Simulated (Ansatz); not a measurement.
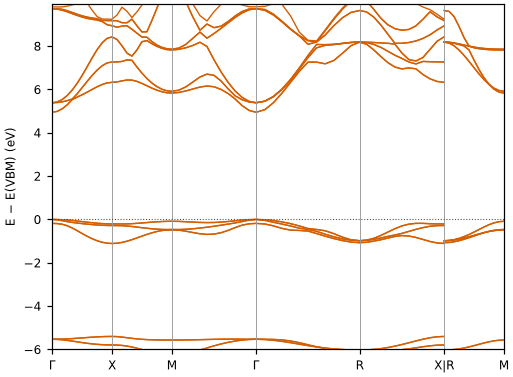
Figure: Band structure from DFT-PBE with spin–orbit coupling in the program Ansatz with PAW potentials

Question: Read off the gap and where the band edges lie.

Answer: About 4.9 eV (4.95 eV by a search for the band edges); maximum at Γ, minimum at Γ.

The material is CsCl (CsCl type, Pm-3m).

The cell was relaxed with PBE under the symmetry of its start.

Potentials: the later of the program's two PAW sets.
